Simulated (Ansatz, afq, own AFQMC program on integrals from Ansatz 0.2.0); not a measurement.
**The copper atom (doublet): AFQMC on the coupled-cluster ladder, def2-TZVPP**

How near does AFQMC come to the top of the ladder for the copper atom (doublet)?

Program: Ansatz 0.2.0, Gaussian basis, and an in-house AFQMC program (afq) on its integrals; all values are calculated. Level of theory: def2-TZVPP, frozen cores. These are calculated values, not measurements.

To be run: PBE (unrestricted); r2SCAN (unrestricted); PBE0 (unrestricted); B3LYP (unrestricted); wB97M-V (unrestricted); B2PLYP (unrestricted); CCSD(T) on UHF; CCSDT(Q) on UHF; Phaseless AFQMC, single-determinant trial on UHF; Free-projection AFQMC, CISD trial on UHF.

1 further run of the same task is left out (it didn't finish).

## 1. The atom

A free atom, in its lowest state of this spin that the program finds.

1 atom, charge 0, spin multiplicity 2.

## 2. PBE (unrestricted)

File in.yaml:

```yaml
crystal:
  periodic: [false, false, false]
  atoms:
    - {symbol: Cu, position_ang: [0.000000, 0.000000, 0.000000]}
basis:
  gaussian: {orbitals: def2-TZVPP}
magnetization: {spin_polarized: true, initial_magnetization: 1}
hamiltonian: {xc: {name: PBE}}
output: {orbitals: {seedname: orbitals}}
```

Started as:

```bash
> ansatz run in.yaml --threads 1 --pin off --events-out ev --progress --plain --max-ram 8192MiB --backend cpu
```

The log of the run:

```text
Functional definition: PBE
  name "PBE"
  cite "Perdew, Burke & Ernzerhof, Phys. Rev. Lett. 77, 3865 (1996) doi:10.1103/PhysRevLett.77.3865"
  parent pbe
  parameter kappa = 0.804
  parameter beta = 0.06672455060314922
  exchange = pbe_x(kappa = kappa, mu = beta*pi^2/3)
  correlation = pbe_c(beta = beta)
505 factors; their error is unknown
mean field evaluation 1: about -44630.3661 eV, gradient 4.2e1 eV
mean field evaluation 2: about -44109.7766 eV, gradient 3.8e2 eV
mean field evaluation 4: about -44633.1513 eV, gradient 1.1e1 eV
mean field evaluation 8: about -44633.3387 eV, gradient 7.0e-2 eV
mean field evaluation 16: about -44626.7870 eV, gradient 4.9e1 eV
mean field evaluation 32: about -44633.2590 eV, gradient 3.7e0 eV
mean field -44633.33874405 eV, -1640.2449452802 hartree, gradient 6.2e-6 eV, S^2 0.752555; 3 other end points of the search recorded, 0 dependent functions left out
reference -44633.33878128 eV, -1640.2449466485 hartree; 15, 14 occupied and 49, 50 virtual orbitals, 505 factors
Total energy: -44633.33878128 eV, -1640.2449466485 hartree
```

Run time: 1.7 s. Hardware: 1 thread of AMD EPYC 7R13 (Zen 3), shared host; peak memory 1.6 GiB.

From the report: ⟨S²⟩ of the determinant 0.753 (pure doublet: 0.75).

## 3. r2SCAN (unrestricted)

in.yaml, as its differences from that of step 2:

```diff
@@ -7,3 +7,2 @@
 magnetization: {spin_polarized: true, initial_magnetization: 1}
-hamiltonian: {xc: {name: PBE}}
-output: {orbitals: {seedname: orbitals}}
+hamiltonian: {xc: {name: r2SCAN}}
```

Same command.

The log of the run, cut to the lines that bear on the results:

```text
Functional definition: r2SCAN
  name "r2SCAN"
  cite "Furness, Kaplan, Ning, Perdew & Sun, J. Phys. Chem. Lett. 11, 8208 (2020) doi:10.1021/acs.jpclett.0c02405"
  cite "Furness, Kaplan, Ning, Perdew & Sun, J. Phys. Chem. Lett. 11, 9248 (2020) doi:10.1021/acs.jpclett.0c03077"
  parent r2scan
[...]
505 factors; their error is unknown
[...]
mean field -44639.41860450 eV, -1640.4683760307 hartree, gradient 8.1e-6 eV, S^2 0.754148; 3 other end points of the search recorded, 0 dependent functions left out
reference -44639.41862235 eV, -1640.4683766866 hartree; 15, 14 occupied and 49, 50 virtual orbitals, 505 factors
Total energy: -44639.41862235 eV, -1640.4683766866 hartree
```

Wall time 3.6 s (1 thread of AMD EPYC 7R13 (Zen 3), shared host); peak memory 1.6 GiB.

From the report: ⟨S²⟩ of the determinant 0.754 (pure doublet: 0.75).

## 4. PBE0 (unrestricted)

in.yaml, as its differences from that of step 3:

```diff
@@ -7,2 +7,3 @@
 magnetization: {spin_polarized: true, initial_magnetization: 1}
-hamiltonian: {xc: {name: r2SCAN}}
+hamiltonian: {xc: {name: PBE0}}
+output: {orbitals: {seedname: orbitals}}
```

The command is unchanged.

The log of the run:

```text
Functional definition: PBE0
  name "PBE0"
  cite "Adamo & Barone, J. Chem. Phys. 110, 6158 (1999) doi:10.1063/1.478522"
  cite "Perdew, Burke & Ernzerhof, Phys. Rev. Lett. 77, 3865 (1996) doi:10.1103/PhysRevLett.77.3865"
  parent pbe
  parameter a = 0.25
  parameter kappa = 0.804
  parameter beta = 0.06672455060314922
  exchange = (1 - a)*pbe_x(kappa = kappa, mu = beta*pi^2/3) + a*exact_x
  correlation = pbe_c(beta = beta)
603 factors; their error is unknown
mean field evaluation 1: about -44629.7037 eV, gradient 4.6e1 eV
mean field evaluation 2: about -44545.3972 eV, gradient 2.3e2 eV
mean field evaluation 4: about -44633.2716 eV, gradient 3.0e0 eV
mean field evaluation 8: about -44633.3261 eV, gradient 1.3e-2 eV
mean field -44633.32605362 eV, -1640.2444789156 hartree, gradient 2.7e-5 eV, S^2 0.752152; 0 other end points of the search recorded, 0 dependent functions left out
reference -44633.32608023 eV, -1640.2444798935 hartree; 15, 14 occupied and 49, 50 virtual orbitals, 603 factors
Total energy: -44633.32608023 eV, -1640.2444798935 hartree
```

Wall time 1.1 s (1 thread of AMD EPYC 7R13 (Zen 3), shared host); peak memory 1.6 GiB.

From the report: ⟨S²⟩ of the determinant 0.752 (pure doublet: 0.75).

## 5. B3LYP (unrestricted)

in.yaml, as its differences from that of step 4:

```diff
@@ -7,3 +7,2 @@
 magnetization: {spin_polarized: true, initial_magnetization: 1}
-hamiltonian: {xc: {name: PBE0}}
-output: {orbitals: {seedname: orbitals}}
+hamiltonian: {xc: {name: B3LYP}}
```

The command is unchanged.

The log of the run, cut to the lines that bear on the results:

```text
Functional definition: B3LYP
  name "B3LYP"
  cite "Stephens, Devlin, Chabalowski & Frisch, J. Phys. Chem. 98, 11623 (1994) doi:10.1021/j100096a001"
  cite "Becke, Phys. Rev. A 38, 3098 (1988) doi:10.1103/PhysRevA.38.3098"
  cite "Lee, Yang & Parr, Phys. Rev. B 37, 785 (1988) doi:10.1103/PhysRevB.37.785"
  cite "Vosko, Wilk & Nusair, Can. J. Phys. 58, 1200 (1980) doi:10.1139/p80-159"
[...]
573 factors; their error is unknown
[...]
mean field -44641.43794995 eV, -1640.5425856073 hartree, gradient 2.6e-5 eV, S^2 0.750989; 2 other end points of the search recorded, 0 dependent functions left out
reference -44641.43810816 eV, -1640.5425914212 hartree; 15, 14 occupied and 49, 50 virtual orbitals, 573 factors
Total energy: -44641.43810816 eV, -1640.5425914212 hartree
```

It took 1.3 s on 1 thread of AMD EPYC 7R13 (Zen 3), shared host; peak memory 1.6 GiB.

From the report: ⟨S²⟩ of the determinant 0.751 (pure doublet: 0.75).

## 6. wB97M-V (unrestricted)

in.yaml, as its differences from that of step 5:

```diff
@@ -7,2 +7,3 @@
 magnetization: {spin_polarized: true, initial_magnetization: 1}
-hamiltonian: {xc: {name: B3LYP}}
+hamiltonian: {xc: {name: wB97M-V}}
+output: {orbitals: {seedname: orbitals}}
```

The command is unchanged.

The log of the run, cut to the lines that bear on the results:

```text
Functional definition: wB97M-V
  name "wB97M-V"
  cite "Mardirossian & Head-Gordon, J. Chem. Phys. 144, 214110 (2016) doi:10.1063/1.4952647"
  cite "Becke, J. Chem. Phys. 107, 8554 (1997) doi:10.1063/1.475007"
  cite "Vydrov & Van Voorhis, J. Chem. Phys. 133, 244103 (2010) doi:10.1063/1.3521275"
  # Of w^i u^j: cxij and so on, Table III.
[...]
  gx(w, u) = 1 - cx + cx01*u + cx10*w
  gss(w, u) = css00 + css04*u^4 + css10*w + css20*w^2 + css43*w^4*u^3
  gos(w, u) = cos00 + cos10*w + (cos20 + cos21*u)*w^2 + (cos60 + cos61*u)*w^6
[...]
      + integral(e_c_pw_mod_opposite_spin*gos(b97_w_opposite, b97_u_opposite)) + vv10(b, c)
549 factors; their error is unknown
69 factors; integrals over basis functions are off by at most 7.9e-5 eV
[...]
mean field -44637.39712546 eV, -1640.3940880464 hartree, gradient 5.0e-5 eV, S^2 0.750227; 2 other end points of the search recorded, 0 dependent functions left out
reference -44637.39715770 eV, -1640.3940892309 hartree; 15, 14 occupied and 49, 50 virtual orbitals, 549 factors
Total energy: -44637.39715770 eV, -1640.3940892309 hartree
```

It took 3.9 s on 1 thread of AMD EPYC 7R13 (Zen 3), shared host; peak memory 1.6 GiB.

From the report: ⟨S²⟩ of the determinant 0.750 (pure doublet: 0.75).

## 7. B2PLYP (unrestricted)

in.yaml, as its differences from that of step 6:

```diff
@@ -7,3 +7,3 @@
 magnetization: {spin_polarized: true, initial_magnetization: 1}
-hamiltonian: {xc: {name: wB97M-V}}
-output: {orbitals: {seedname: orbitals}}
+hamiltonian: {xc: {name: B2PLYP}}
+correlation: {electrons: outside_noble_gas}
```

Launched as before.

The log of the run, cut to the lines that bear on the results:

```text
Functional definition: B2PLYP
  name "B2PLYP"
  cite "Grimme, J. Chem. Phys. 124, 034108 (2006) doi:10.1063/1.2148954"
  cite "Becke, Phys. Rev. A 38, 3098 (1988) doi:10.1103/PhysRevA.38.3098"
  cite "Lee, Yang & Parr, Phys. Rev. B 37, 785 (1988) doi:10.1103/PhysRevB.37.785"
[...]
453 factors; integrals over basis functions are off by at most 1.4e-4 eV
[...]
mean field -44628.16006558 eV, -1640.0546323568 hartree, gradient 5.0e-6 eV, S^2 0.751051; 2 other end points of the search recorded, 0 dependent functions left out
9 core orbitals not correlated: weight in the atoms' cores, before any rotation towards them, 1.000 or more for the frozen orbitals, at most 0.000 for the correlated occupied ones
reference -44628.16016098 eV, -1640.0546358625 hartree; 6, 5 occupied and 49, 50 virtual orbitals, 453 factors
second order -15.73336049 eV of doubles, -0.00000000 eV of singles
Total energy: -44632.40816831 eV, -1640.2107472526 hartree
```

It took 3.2 s on 1 thread of AMD EPYC 7R13 (Zen 3), shared host; peak memory 1.6 GiB.

From the report: ⟨S²⟩ of the determinant 0.751 (pure doublet: 0.75).

## 8. CCSD(T) on UHF

File in.yaml:

```yaml
crystal:
  periodic: [false, false, false]
  atoms:
    - {symbol: Cu, position_ang: [0.000000, 0.000000, 0.000000]}
basis:
  gaussian: {orbitals: def2-TZVPP}
magnetization: {spin_polarized: true, initial_magnetization: 1}
correlation: {method: ccsd_t, electrons: outside_noble_gas, hamiltonian_folder: ham}
```

Started as:

```bash
> ansatz run in.yaml --threads 1 --pin off --events-out ev --progress --plain --max-ram 24576MiB --backend cuda --devices 0, --max-vram 18GiB
```

The log of the run, cut to the lines that bear on the results:

```text
Functional definition: HF
  name "HF"
  cite "Fock, Z. Phys. 61, 126 (1930) doi:10.1007/BF01340294"
  parent pbe
[...]
453 factors; integrals over basis functions are off by at most 1.4e-4 eV
[...]
mean field -44597.37153677 eV, -1638.9231747921 hartree, gradient 2.6e-6 eV, S^2 0.751937; 17 other end points of the search recorded, 0 dependent functions left out
determinant -44597.37153677 eV, -1638.9231747921 hartree, with singles and doubles -44608.89046725 eV, -1639.3464876797 hartree
determinant -44597.12512757 eV, -1638.9141194210 hartree, with singles and doubles -44607.38510428 eV, -1639.2911666107 hartree
determinant -44597.12507302 eV, -1638.9141174163 hartree, with singles and doubles -44607.38480753 eV, -1639.2911557054 hartree
determinant -44597.12474064 eV, -1638.9141052016 hartree, with singles and doubles -44607.38482951 eV, -1639.2911565130 hartree
[...]
determinant -44592.75480210 eV, -1638.7535129224 hartree, with singles and doubles -44603.41602572 eV, -1639.1453056639 hartree
determinant -44592.63989865 eV, -1638.7492902985 hartree, with singles and doubles -44603.34385744 eV, -1639.1426535286 hartree
determinant -44597.37153677 eV, -1638.9231747921 hartree, with singles and doubles -44608.77167329 eV, -1639.3421220821 hartree
determinant -44596.39753339 eV, -1638.8873808282 hartree, with singles and doubles -44608.81334543 eV, -1639.3436535048 hartree
9 core orbitals not correlated: weight in the atoms' cores, before any rotation towards them, 1.000 or more for the frozen orbitals, at most 0.000 for the correlated occupied ones
reference -44597.37153677 eV, -1638.9231747921 hartree; 6, 5 occupied and 49, 50 virtual orbitals, 453 factors
second order -13.08295055 eV of doubles, -0.00000000 eV of singles
cycle   1  -11.40013345 eV  change    3.1e-6 eV  update   1.7e-6
perturbative correction -0.46336076 eV, -0.0170281938 hartree
Total energy: -44609.23503098 eV, -1639.3591501630 hartree
```

It took 32 s on 1 × NVIDIA H100 80GB HBM3 with 1 thread of AMD EPYC 7R13 (Zen 3), shared host; peak host memory 1.6 GiB.

From the report: ⟨S²⟩ of the determinant 0.752 (pure doublet: 0.75); correlation -11.8635 eV; T1 0.022; largest double amplitude 0.02.

This run also writes the integrals to the folder ham.

## 9. CCSDT(Q) on UHF

File in.yaml:

```yaml
crystal:
  periodic: [false, false, false]
  atoms:
    - {symbol: Cu, position_ang: [0.000000, 0.000000, 0.000000]}
basis:
  gaussian: {orbitals: def2-TZVPP}
magnetization: {spin_polarized: true, initial_magnetization: 1}
correlation: {method: ccsdt_q, electrons: outside_noble_gas}
```

The command is unchanged.

The log of the run, cut to the lines that bear on the results:

```text
Functional definition: HF
  name "HF"
  cite "Fock, Z. Phys. 61, 126 (1930) doi:10.1007/BF01340294"
  parent pbe
[...]
719 factors; integrals over basis functions are off by at most 4.3e-8 eV
[...]
mean field -44597.37153840 eV, -1638.9231748522 hartree, gradient 2.3e-6 eV, S^2 0.751937; 18 other end points of the search recorded, 0 dependent functions left out
determinant -44597.37153840 eV, -1638.9231748522 hartree, with singles and doubles -44608.89047823 eV, -1639.3464880829 hartree
determinant -44597.12512753 eV, -1638.9141194198 hartree, with singles and doubles -44607.38554928 eV, -1639.2911829640 hartree
determinant -44597.12507314 eV, -1638.9141174207 hartree, with singles and doubles -44607.38565872 eV, -1639.2911869862 hartree
determinant -44597.12474060 eV, -1638.9141052003 hartree, with singles and doubles -44607.38504066 eV, -1639.2911642728 hartree
[...]
determinant -44592.63990074 eV, -1638.7492903754 hartree, with singles and doubles -44603.33988946 eV, -1639.1425077081 hartree
determinant -44597.37153840 eV, -1638.9231748522 hartree, with singles and doubles -44608.77168329 eV, -1639.3421224494 hartree
determinant -44596.39753397 eV, -1638.8873808494 hartree, with singles and doubles -44608.81335342 eV, -1639.3436537985 hartree
9 core orbitals not correlated: weight in the atoms' cores, before any rotation towards them, 1.000 or more for the frozen orbitals, at most 0.000 for the correlated occupied ones
reference -44597.37153840 eV, -1638.9231748522 hartree; 6, 5 occupied and 49, 50 virtual orbitals, 719 factors
second order -13.08296716 eV of doubles, -0.00000000 eV of singles
cycle   1  -10.67501386 eV  change     2.4e0 eV  update   1.6e-1
[...]
cycle  18  -11.83208881 eV  change    1.8e-7 eV  update   2.4e-7
perturbative correction 0.00935000 eV, 0.0003436061 hartree
Total energy: -44609.19427721 eV, -1639.3576524897 hartree
```

Run time: 17 s. Hardware: 1 × NVIDIA H100 80GB HBM3 with 1 thread of AMD EPYC 7R13 (Zen 3), shared host; peak host memory 1.6 GiB.

From the report: ⟨S²⟩ of the determinant 0.752 (pure doublet: 0.75); correlation -11.8227 eV; T1 0.022; largest double amplitude 0.03.

## 10. Phaseless AFQMC, single-determinant trial on UHF

It reads the integrals that the CCSD(T) run on this determinant wrote.

Started as:

```bash
> afq ham --method phaseless --trial hf --walkers 4000 --populations 20 --least-time 40 --time-step 0.005 --steps-per-block 20 --equilibration-blocks 160 --max-blocks 4000 --target-error 0.0006 --factor-cut 1e-05 --start spin_pure --seed 4227 --taylor-order 6
```

The log of the run:

```text
orbitals 55  electrons 6 5  factors 428 of 453
reference energy -1638.92317479 Eh
CCSD correlation -0.41894717 Eh in 12 cycles, weight of the determinant in the CISD state 0.9283
energy of the start -1638.923231 Eh
 block  time / (1/Eh)  mean weight  energy / Eh
     1     0.100  1.0051  -1639.176208
     2     0.200  1.0043  -1639.252492
     3     0.300  1.0036  -1639.294357
     4     0.400  1.0031  -1639.302915
     5     0.500  1.0018  -1639.321181
     6     0.600  1.0011  -1639.325467
     7     0.700  1.0001  -1639.339046
     8     0.800  1.0007  -1639.333249
     9     0.900  1.0002  -1639.337039
    10     1.000  1.0005  -1639.348864
    13     1.300  1.0004  -1639.358520
    19     1.900  1.0000  -1639.362541
    25     2.500  0.9998  -1639.356434
    31     3.100  0.9998  -1639.360801
    37     3.700  0.9988  -1639.356642
    43     4.300  0.9997  -1639.357322
    49     4.900  1.0007  -1639.369258
    55     5.500  1.0006  -1639.377818
    61     6.100  1.0003  -1639.365914
    67     6.700  0.9992  -1639.355315
    73     7.300  0.9998  -1639.363383
    79     7.900  1.0005  -1639.360985
    85     8.500  0.9998  -1639.356514
    91     9.100  0.9998  -1639.354356
    97     9.700  1.0007  -1639.365329
   103    10.300  1.0007  -1639.363539
   109    10.900  0.9998  -1639.362947
   115    11.500  1.0003  -1639.356785
   121    12.100  0.9994  -1639.353060
   127    12.700  1.0002  -1639.360111
   133    13.300  0.9997  -1639.356402
   139    13.900  1.0003  -1639.369659
   145    14.500  1.0008  -1639.361475
   151    15.100  0.9998  -1639.361573
   157    15.700  1.0003  -1639.368648
   163    16.300  1.0002  -1639.354388
   169    16.900  0.9990  -1639.354782
   175    17.500  1.0008  -1639.363782
   181    18.100  0.9999  -1639.355281
   187    18.700  1.0007  -1639.358048
   193    19.300  1.0000  -1639.358679
   199    19.900  0.9996  -1639.345747
   205    20.500  0.9998  -1639.363302
   211    21.100  1.0011  -1639.342378
   217    21.700  0.9995  -1639.356901
   223    22.300  1.0000  -1639.350301
   229    22.900  0.9995  -1639.366497
   235    23.500  1.0002  -1639.354053
   241    24.100  1.0000  -1639.355997
   247    24.700  1.0006  -1639.357383
   253    25.300  1.0000  -1639.358516
   259    25.900  0.9998  -1639.354521
   265    26.500  1.0002  -1639.367888
   271    27.100  1.0004  -1639.362825
   277    27.700  0.9998  -1639.358235
error from the spread of 20 populations
energy -1639.358055 +/- 0.001105 Eh
```

Run time: 75 s. Hardware: 1 × NVIDIA H100 80GB HBM3 with 2 threads of AMD EPYC 7R13 (Zen 3), shared host; peak host memory 1.6 GiB.

Energy -44609.2052 ± 0.0301 eV. Caveats: constraint bias not in the error; error above the target.

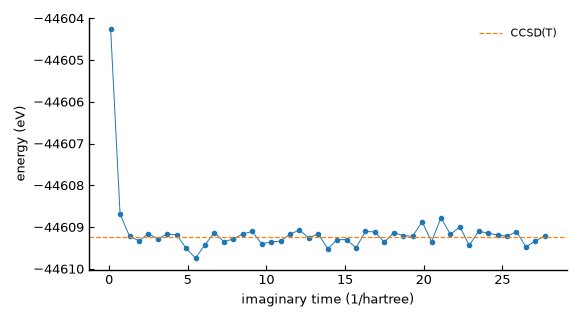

Block energies along the walk.

## 11. Free-projection AFQMC, CISD trial on UHF

It reads the integrals that the CCSD(T) run on this determinant wrote.

Started as:

```bash
> afq ham --method free --trial cisd --walkers 4000 --time-step 0.03 --max-blocks 4000 --target-error 0.00024 --factor-cut 1e-05 --seed 5130 --times 0,0.21,0.42,0.81,1.2,1.8,2.4,3 --taylor-order 8
```

The log of the run:

```text
orbitals 55  electrons 6 5  factors 428 of 453
reference energy -1638.92317479 Eh
CCSD correlation -0.41894717 Eh in 12 cycles, weight of the determinant in the CISD state 0.9283
repeat  energy at the last time / Eh  error
    10  -1639.358333  0.000738
    20  -1639.358486  0.000414
    30  -1639.358318  0.000369
time / (1/Eh)  energy / Eh  error  mean overlap
  0.00  -1639.342081  0.000078  1.0771
  0.21  -1639.352696  0.000095  1.0744
  0.42  -1639.355068  0.000081  1.0714
  0.81  -1639.356210  0.000120  1.0677
  1.20  -1639.356835  0.000148  1.0673
  1.80  -1639.357418  0.000185  1.0642
  2.40  -1639.357466  0.000291  1.0626
  3.00  -1639.358072  0.000386  1.0594
energy -1639.358072 +/- 0.000386 Eh
```

Run time: 96 s. Hardware: 1 × NVIDIA H100 80GB HBM3 with 2 threads of AMD EPYC 7R13 (Zen 3), shared host; peak host memory 1.6 GiB.

Energy -44609.2057 ± 0.0105 eV. Caveats: remainder of the start not in the error; error above the target.

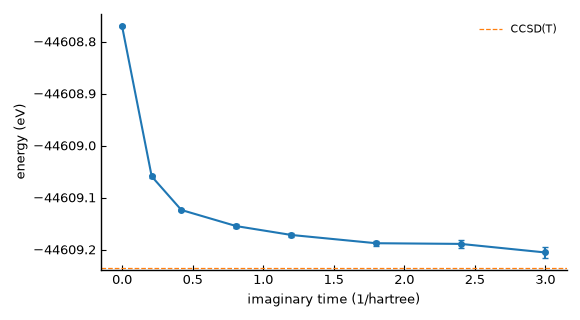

Energy against projection time, with error bars.

## 12. All levels side by side

On the UHF determinant, counted from CCSDT(Q) (a yardstick, not exact):

| level | energy (eV) | from CCSDT(Q) (kcal/mol) | statistical error (kcal/mol) | time |
| --- | --- | --- | --- | --- |
| HF | -44597.3715 | +272.64 |  |  |
| MP2 | -44610.4545 | -29.06 |  |  |
| CCSD | -44608.7717 | +9.75 |  |  |
| CCSD(T) | -44609.2350 | -0.94 |  |  |
| CCSDT(Q) | -44609.1943 | 0.00 |  |  |
| Phaseless AFQMC, single-determinant trial, step 0.005, 4000 walkers | -44609.2052 | -0.25 | 0.69 | 75 s |
| Free-projection AFQMC, CISD trial, step 0.03, 4000 walkers | -44609.2057 | -0.26 | 0.24 | 96 s |

The functionals' totals stand on their own zeros and serve differences with other points: PBE -44633.339 eV; r2SCAN -44639.419 eV; PBE0 -44633.326 eV; B3LYP -44641.438 eV; wB97M-V -44637.397 eV; B2PLYP -44632.408 eV.

## 13. Summary of results

```
                                                      quantity                  value
                                  CCSD(T) on UHF from CCSDT(Q)         -0.94 kcal/mol
Phaseless AFQMC, single-determinant trial on UHF from CCSDT(Q)  -0.25 ± 0.69 kcal/mol
        Free-projection AFQMC, CISD trial on UHF from CCSDT(Q)  -0.26 ± 0.24 kcal/mol
```

Free projection has no constraint; at the last time it gives -0.26 ± 0.24 kcal/mol, and from a start that isn't spin pure other spins can mix in. Error bars are statistical and leave out the constraint, the time step and what remains of the start.
